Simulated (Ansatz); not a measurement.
**ZrNH6O3F: frequency calculation**

ZrNH6O3F, computed with RKS B3LYP/def2-SVP (Ansatz 0.2.0).

It belongs to a series of runs on one base structure; here: vibrations at the highest image of the band.

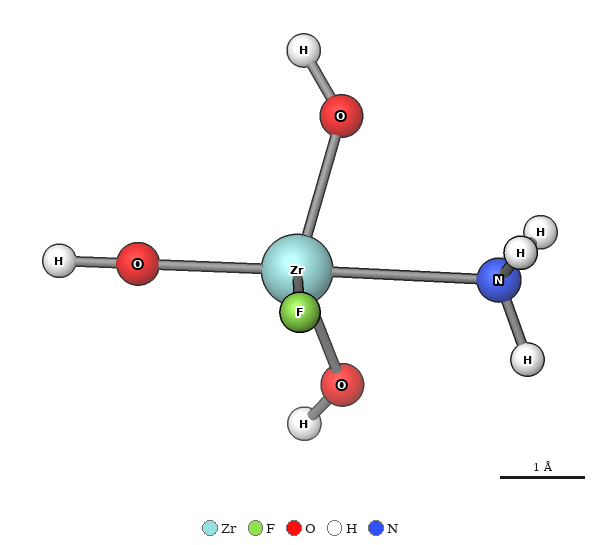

Fig. 1: The structure (ball-and-stick view, seen at a tilt). Sticks mark near contacts.

Input file
```yaml
crystal:
  periodic: [false, false, false]
  atoms:
    - { symbol: Zr, position_ang: [-0.014062, 0.014072, 0.30189] }
    - { symbol: F, position_ang: [-0.449189, -0.049999, 2.205283] }
    - { symbol: O, position_ang: [1.844788, -0.441202, -0.210932] }
    - { symbol: H, position_ang: [2.240884, -1.150195, -0.726809] }
    - { symbol: O, position_ang: [-0.869452, 1.444257, -0.765855] }
    - { symbol: H, position_ang: [-1.549014, 1.480207, -1.445436] }
    - { symbol: O, position_ang: [-0.97007, -1.55159, -0.331221] }
    - { symbol: H, position_ang: [-1.450111, -2.32469, -0.628855] }
    - { symbol: "N", position_ang: [1.202737, 1.990987, 1.143999] }
    - { symbol: H, position_ang: [1.35546, 2.655827, 0.382698] }
    - { symbol: H, position_ang: [0.70291, 2.482903, 1.887704] }
    - { symbol: H, position_ang: [2.120317, 1.729223, 1.510033] }
basis:
  gaussian: { orbitals: def2-SVP }
hamiltonian:
  xc: b3lyp
phonons: {}
```

Run on 4 threads of Arm Neoverse V1, 24 GiB of memory available, shared host.

Command:
```bash
ansatz run input.yaml --threads 4 --pin off --max-ram 5120MiB --backend cpu --events-out ev --progress --plain --runs-dir out
```

Log
```
Engine: ansatz 0.2.0, aarch64-unknown-linux-gnu
Functional definition: B3LYP
  parameter a0 = 0.2
  parameter ax = 0.72
  parameter ac = 0.81
  exchange = (1 - a0 - ax)*slater_x + ax*b88_x + a0*exact_x
  correlation = (1 - ac)*vwn_rpa_c + ac*lyp_c
1398 factors; integrals over basis functions are off by at most 2.5e-4 eV
mean field evaluation 1: about -11705.6494 eV, gradient 1.1e2 eV
mean field evaluation 2: about -11625.3020 eV, gradient 2.3e2 eV
mean field evaluation 4: about -11726.6939 eV, gradient 1.3e1 eV
mean field evaluation 8: about -11727.0315 eV, gradient 2.7e-1 eV
mean field evaluation 16: about -11727.0317 eV, gradient 4.0e-5 eV
mean field -11727.03165433 eV, -430.9604644290 hartree, gradient 4.0e-5 eV, S^2 0.000000; 0 other end points of the search recorded, 0 dependent functions left out
the calculation of the forces begins
reference -11727.03202671 eV, -430.9604781137 hartree; 29, 29 occupied and 102, 102 virtual orbitals, 1398 factors
these checks for a lower state are left out or cut short: stability, starts, cluster_reference, orbital_swaps, neighbouring_geometries, increment
1398 factors; integrals over basis functions are off by at most 2.5e-4 eV
mean field -11727.03153416 eV, -430.9604600128 hartree, gradient 9.7e-7 eV, S^2 0.000000; 0 other end points of the search recorded, 0 dependent functions left out
[... from here on the field's lines of each further geometry are left out, up to the last ...]
the calculation of the forces begins
reference -11727.03198581 eV, -430.9604766108 hartree; 29, 29 occupied and 102, 102 virtual orbitals, 1398 factors
these checks for a lower state are left out or cut short: stability, starts, cluster_reference, orbital_swaps, neighbouring_geometries, increment
1398 factors; integrals over basis functions are off by at most 2.5e-4 eV
mean field evaluation 448: about -11727.0316 eV, gradient 2.0e-6 eV
mean field -11727.03163250 eV, -430.9604636269 hartree, gradient 2.0e-6 eV, S^2 0.000000; 0 other end points of the search recorded, 0 dependent functions left out
the calculation of the forces begins
reference -11727.03200487 eV, -430.9604773113 hartree; 29, 29 occupied and 102, 102 virtual orbitals, 1398 factors
Total energy: -11727.03202671 eV, -430.9604781137 hartree
Atom 0 at    -0.014062     0.014072     0.301890 Å, force    -0.000845     0.001268     0.012010 eV/Å
Atom 1 at    -0.449189    -0.049999     2.205283 Å, force     0.006457     0.001945    -0.003874 eV/Å
Atom 2 at     1.844788    -0.441202    -0.210932 Å, force     0.002676     0.018354     0.006087 eV/Å
Atom 3 at     2.240884    -1.150195    -0.726809 Å, force    -0.008315    -0.010360    -0.000432 eV/Å
Atom 4 at    -0.869452     1.444257    -0.765855 Å, force     0.013802     0.017687     0.008835 eV/Å
Atom 5 at    -1.549014     1.480207    -1.445436 Å, force    -0.006755    -0.016393    -0.005952 eV/Å
Atom 6 at    -0.970070    -1.551590    -0.331221 Å, force     0.018841     0.023648    -0.040158 eV/Å
Atom 7 at    -1.450111    -2.324690    -0.628855 Å, force    -0.018485    -0.022656     0.024417 eV/Å
Atom 8 at     1.202737     1.990987     1.143999 Å, force     0.008043     0.006640     0.000833 eV/Å
Atom 9 at     1.355460     2.655827     0.382698 Å, force    -0.012574    -0.011106     0.023166 eV/Å
Atom 10 at     0.702910     2.482903     1.887704 Å, force     0.006039    -0.007408    -0.021134 eV/Å
Atom 11 at     2.120317     1.729223     1.510033 Å, force    -0.008885    -0.001618    -0.003799 eV/Å
Dipole moment:     0.249390     0.288101    -0.328233 e Å
Vibrations: 61.69 70.36 97.68 158.94 161.20 175.10 186.40 210.63 256.03 262.99 279.71 301.91 312.88 396.05 408.24 534.68 538.57 622.45 660.23 668.57 700.41 1158.46 1622.46 1625.74 3461.36 3582.95 3584.25 3911.59 3917.78 3980.40 cm⁻¹, zero-point energy 2.102135 eV
```

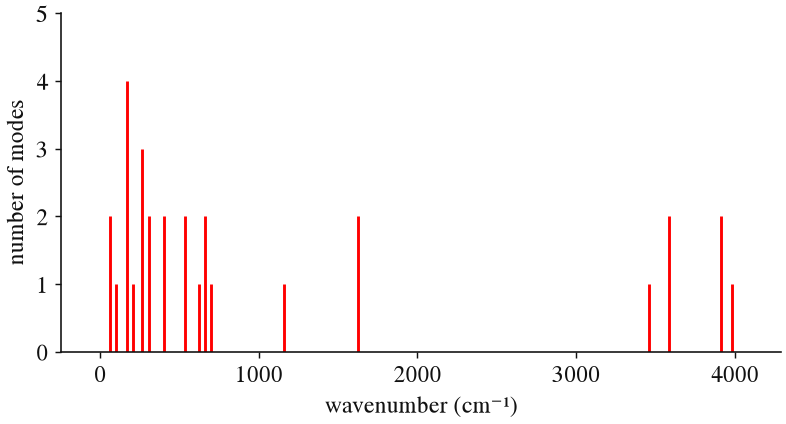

Fig. 2: Harmonic vibrational wavenumbers from the force constants; neighbouring modes closer than 18 cm⁻¹ are counted in one stick. 30 modes from 61 to 3980 cm⁻¹, none imaginary.

Key numbers

| quantity | value |
| --- | --- |
| outcome | converged |
| total energy | −11727.0320 eV |
| mean-field energy | −11727.0320 eV |
| largest force (length of the vector) | 0.050 eV/Å |
| wall time | 2.2 min (CPU time 8.2 min) |
| peak memory | 0.34 GiB |
